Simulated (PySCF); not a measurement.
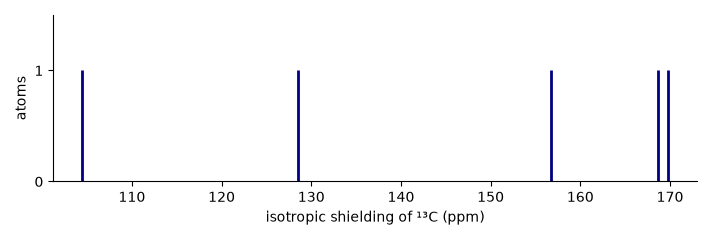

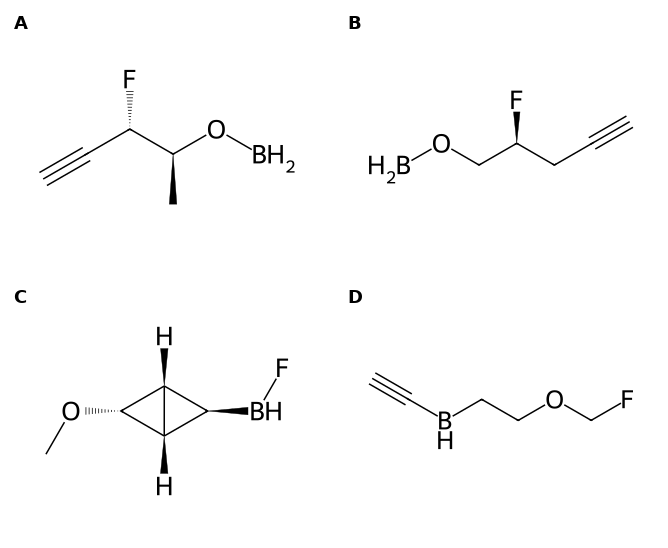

The sticks are computed shieldings of one of the molecules, for one fixed geometry (GFN2-xTB) without averaging over rotations. Low shielding means a high chemical shift. Method: GIAO PBE0/pcSseg-1 NMR shielding, non-relativistic, gas phase (PySCF 2.14.0).

### Which molecule gives this pattern?

C, `CO[C@H]1[C@H]2[C@H](BF)[C@@H]12`. Its 5 C atoms give lines at 104.5, 128.5, 156.7, 168.7, 169.7 ppm.

The geometry is semi-empirical. Around B such bond lengths and angles can be off by a tenth of an ångström or more and by several degrees, and values that hang on the shape move with them.
